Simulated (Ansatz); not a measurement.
**HF/3-21G run of GaH2O2F (SMILES [OH][Ga]([OH])[F])**

Aim: the vertical ionisation energy of GaH2O2F at HF/3-21G, from 2 runs. 

Program for the calculation: Ansatz 0.2.0.

62 further runs of the same task are left out: 62 set aside as unsound or not needed.

## (1) The system as given

GaH2O2F has 6 atoms, charge 0, and is taken as a singlet. SMILES: `[OH][Ga]([OH])[F]`. The shape is that of a PBE0-D4/def2-TZVP optimisation. This is one conformer, not always the lowest.

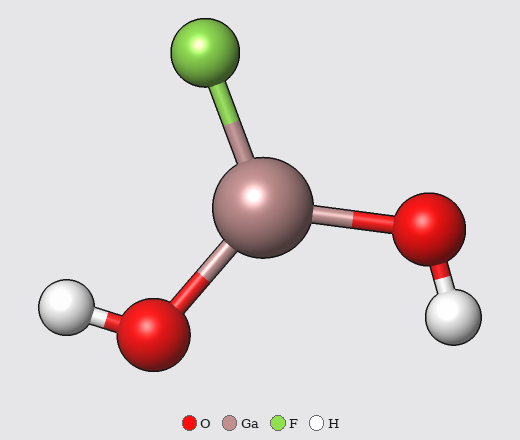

Viewed from a chosen angle; oxygen red, gallium pink, fluorine green, hydrogen white.

## (2) A single-point energy at HF/3-21G

The input, job.yaml:

```yaml
crystal:
  periodic: [false, false, false]
  atoms:
    - symbol: O
      position_ang: [-0.297200, 1.351000, -0.574800]
    - symbol: Ga
      position_ang: [-0.068200, -0.342400, -0.117600]
    - symbol: O
      position_ang: [0.794400, -0.842300, 1.335300]
    - symbol: F
      position_ang: [-0.722600, -1.588800, -1.144800]
    - symbol: H
      position_ang: [-0.788800, 1.459000, -1.392800]
    - symbol: H
      position_ang: [1.124200, -0.100400, 1.848500]
basis:
  gaussian: {orbitals: 3-21G-spherical.json}
magnetization: {spin_polarized: false, initial_magnetization: 0}
hamiltonian: {xc: hf}
accuracy: high
output: {orbitals: {seedname: orbitals}}
```

The basis set 3-21G is read from a file made from the Basis Set Exchange's data (not shown).

Launch:

```bash
$ ansatz run job.yaml --threads 1 --pin off --max-ram 3480MiB --events-out events.jsonl --progress --plain --runs-dir runs
```

Output:

```text
Warning: RAYON_NUM_THREADS=1 ignored (pool sized by the plan → 1); use --threads N
Functional definition: HF
  name "HF"
  exchange = exact_x
  correlation = 0
962 factors; integrals over basis functions are off by at most 9.8e-9 eV
mean field evaluation 1: about -58852.2289 eV, gradient 5.0e1 eV
mean field evaluation 2: about -58852.3901 eV, gradient 5.1e1 eV
mean field evaluation 4: about -58856.6795 eV, gradient 1.8e0 eV
mean field evaluation 8: about -58856.7202 eV, gradient 2.4e-1 eV
mean field evaluation 16: about -58856.7205 eV, gradient 2.8e-8 eV
mean field -58856.72047769 eV, -2162.9445830369 hartree, gradient 4.6e-8 eV, S^2 0.000000; 0 other end points of the search recorded, 0 dependent functions left out
reference -58856.72047769 eV, -2162.9445830369 hartree; 29, 29 occupied and 24, 24 virtual orbitals, 962 factors
Total energy: -58856.72047769 eV, -2162.9445830369 hartree
```

It took 0.66 s on 1 thread of Arm Neoverse V2, shared host; peak memory 0.11 GiB.

## (3) The doublet cation, same level

The input, input.yaml:

```yaml
crystal:
  periodic: [false, false, false]
  atoms:
    - {symbol: O, position_ang: [-0.297200, 1.351000, -0.574800]}
    - {symbol: Ga, position_ang: [-0.068200, -0.342400, -0.117600]}
    - {symbol: O, position_ang: [0.794400, -0.842300, 1.335300]}
    - {symbol: F, position_ang: [-0.722600, -1.588800, -1.144800]}
    - {symbol: H, position_ang: [-0.788800, 1.459000, -1.392800]}
    - {symbol: H, position_ang: [1.124200, -0.100400, 1.848500]}
basis:
  gaussian: {orbitals: 3-21G-spherical.json}
total_charge: 1
magnetization: {spin_polarized: true, initial_magnetization: 1}
hamiltonian: {xc: hf}
accuracy: high
output: {orbitals: {seedname: orbitals}}
```

The basis set 3-21G is read from a file made from the Basis Set Exchange's data (not shown).

Launch:

```bash
$ ansatz run input.yaml --threads 1 --pin off --max-ram 3480MiB --events-out events.jsonl --progress --plain --runs-dir runs
```

Output:

```text
Warning: RAYON_NUM_THREADS=1 ignored (pool sized by the plan → 1); use --threads N
[... 4 set-up lines as earlier in the session ...]
961 factors; integrals over basis functions are off by at most 9.8e-9 eV
mean field evaluation 1: about -58839.4543 eV, gradient 4.2e1 eV
mean field evaluation 2: about -58839.4790 eV, gradient 4.2e1 eV
mean field evaluation 4: about -58845.4634 eV, gradient 2.6e0 eV
mean field evaluation 8: about -58845.6420 eV, gradient 1.3e0 eV
mean field evaluation 16: about -58846.4007 eV, gradient 7.1e-5 eV
mean field evaluation 32: about -58845.7928 eV, gradient 3.4e-1 eV
mean field evaluation 64: about -58846.2809 eV, gradient 5.5e-4 eV
mean field evaluation 96: about -58845.5980 eV, gradient 1.2e0 eV
mean field -58846.40068436 eV, -2162.5653376272 hartree, gradient 4.0e-8 eV, S^2 0.754165; 2 other end points of the search recorded, 0 dependent functions left out
reference -58846.40068436 eV, -2162.5653376272 hartree; 29, 28 occupied and 24, 25 virtual orbitals, 961 factors
Total energy: -58846.40068436 eV, -2162.5653376272 hartree
```

Run time: 3.3 s. Hardware: 1 thread of Arm Neoverse V2, shared host; peak memory 0.15 GiB.

## (4) Outcome

Level: HF/3-21G.

| quantity | value |
| --- | --- |
| singlet GaH2O2F: total energy | -2162.94458 Eh |
| singlet GaH2O2F: HOMO energy | -13.05 eV |
| singlet GaH2O2F: LUMO energy | 2.31 eV |
| singlet GaH2O2F: HOMO–LUMO gap | 15.36 eV |
| doublet cation: total energy | -2162.56534 Eh |
| doublet cation: HOMO energy (highest over α and β) | -18.71 eV |
| doublet cation: LUMO energy (lowest over α and β) | -8.13 eV |
| doublet cation: ⟨S²⟩ | 0.754 |
| vertical ionisation energy (to the doublet cation) | 10.320 eV |

What this shows: The vertical ionisation energy comes to 10.32 eV (238 kcal/mol). −ε(HOMO) before ionisation, 13.05 eV, is 2.73 eV above this ionisation energy.
